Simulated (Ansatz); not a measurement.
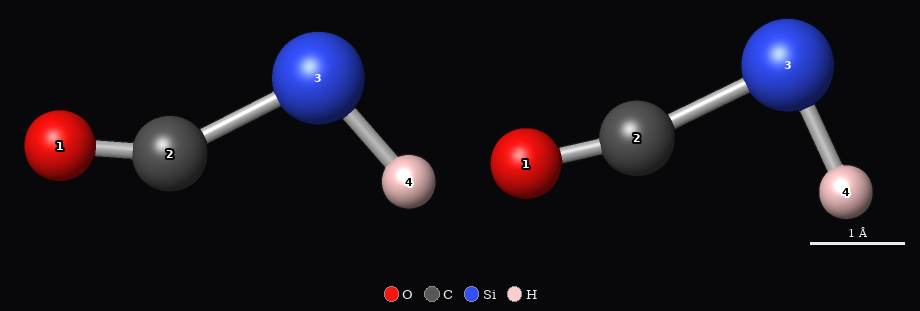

Two geometries of CHOSi (multiplicity 2), drawn at one scale. One is the start of a relaxation, the other its converged end. A ball-and-stick model, seen face on.

Method: UKS B3LYP-D4/STO-3G (Ansatz). Settings: collinear spin; force threshold 0.02 eV/Å; at most 50 steps.

Which of the two is the end point?

The right one is the relaxed one. The run prepares an end point of a later path (hydrogen shift) calculation, from a guessed geometry. After 8 geometry steps the energy has fallen by 6.10 kcal/mol. The largest force component goes from 4.5 to 0.0012 eV/Å. The largest move after the best rigid fit is that of H4, 0.27 Å. By element the largest moves are H 0.27 Å, O 0.20 Å, C 0.18 Å, Si 0.17 Å. Near-neighbour distances that change, for instance: O1–C2 1.179 → 1.217 Å, Si3–H4 1.465 → 1.487 Å, C2–Si3 1.782 → 1.791 Å. Among the angles between lasting bonds that change: O1–C2–Si3 148.9° → 166.9°, C2–Si3–H4 104.2° → 88.8°.

Limits of the set-up: STO-3G is a minimal basis, so the numbers are rough.
